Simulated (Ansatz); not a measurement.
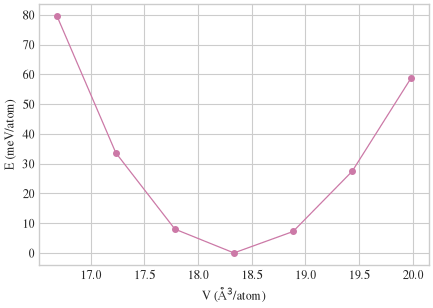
Figure. Hf$_{5}$Si$_{3}$ in space group P6_3/mcm (No. 193; Hf on 6g, Hf on 4d, Si on 6g) under volume change, r²SCAN in the plane-wave PAW code Ansatz, shape and atoms relaxed at each volume.

**Question.** What does a third-order Birch–Murnaghan fit give for V₀, B₀ and B′?

**Answer.** V₀ = 18.34 Å³/atom, B₀ = 147 GPa, B′ = 4.0.

The first step of the workflow began from a Materials Project structure, measured or hypothetical; the Crystallography Open Database copy checked does not list it. Its standing as an ambient phase is unchecked. Symmetry was held in the r²SCAN relaxation; whether a distortion lowers the energy is not shown. No spin polarisation was allowed. Spin–orbit coupling is left out wherever it is not named.

Potentials: the later of the program's two PAW sets.
